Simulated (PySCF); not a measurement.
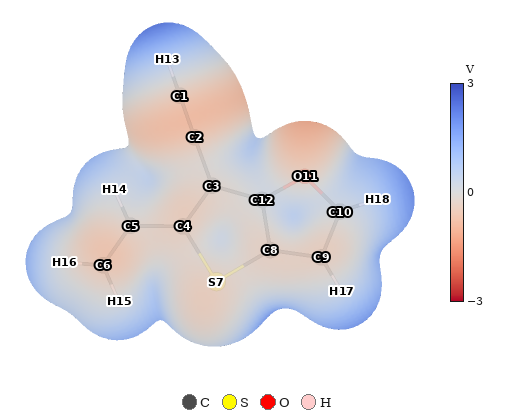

Figure 1: C$_{10}$H$_{6}$OS. The molecular electrostatic potential painted on the density surface at 0.004 e/bohr³, seen across its widest extent; red is negative and blue positive.

Geometry: GFN2-xTB.

All numbers below come from PySCF 2.14.0, PBE0/pcSseg-1, SCF density, gas phase, non-relativistic.

```yaml
atoms:
  - { symbol: C, position_ang: [0.6903, 3.2097, 0.5415] }
  - { symbol: C, position_ang: [0.4032, 2.0590, 0.3512] }
  - { symbol: C, position_ang: [0.0525, 0.7155, 0.1314] }
  - { symbol: C, position_ang: [0.9552, -0.2902, -0.1742] }
  - { symbol: C, position_ang: [2.3733, -0.1289, -0.3141] }
  - { symbol: C, position_ang: [3.2270, -1.1071, -0.6075] }
  - { symbol: S, position_ang: [0.1891, -1.8567, -0.3872] }
  - { symbol: C, position_ang: [-1.3558, -1.1643, -0.0644] }
  - { symbol: C, position_ang: [-2.7249, -1.5005, 0.0374] }
  - { symbol: C, position_ang: [-3.3488, -0.3270, 0.3425] }
  - { symbol: O, position_ang: [-2.4840, 0.7098, 0.4388] }
  - { symbol: C, position_ang: [-1.2650, 0.1999, 0.1906] }
  - { symbol: H, position_ang: [0.9424, 4.2139, 0.7073] }
  - { symbol: H, position_ang: [2.7237, 0.8841, -0.1602] }
  - { symbol: H, position_ang: [2.8924, -2.1198, -0.7630] }
  - { symbol: H, position_ang: [4.2823, -0.9240, -0.6999] }
  - { symbol: H, position_ang: [-3.1777, -2.4608, -0.0942] }
  - { symbol: H, position_ang: [-4.3840, -0.1064, 0.5126] }
```

Where is the surface potential most negative and most positive?

Answer. The most negative region (about −1.0 V) lies over O11, the most positive (about +2.1 V) over H13. O11 is the likeliest acceptor of a hydrogen bond.

How polar is the molecule by this calculation?

Answer. Its dipole moment is 0.73 D.
